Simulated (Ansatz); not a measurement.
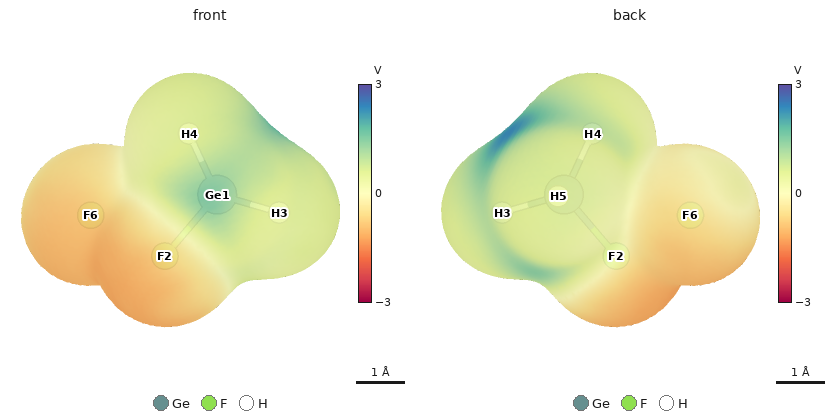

*FGeH₃···F (doublet). The molecular electrostatic potential painted on the density surface at 0.002 e/bohr³, seen from the front and from behind; the colour scale runs from red (negative) to blue (positive).*

The calculation used UKS PBE0/def2-SVP (Ansatz).

```xyz
6

Ge    0.0846    0.0000    0.1128
F     1.0033    0.0000    1.6250
H     1.1706    0.0000   -0.9735
H    -0.7478    1.2839    0.1049
H    -0.7478   -1.2839    0.1049
F    -0.7614    0.0000    2.7773
```

### Describe the electrostatic potential map.

The most negative region (about −1.2 V) lies over F2 and F6, the most positive (about +2.3 V) over Ge1.
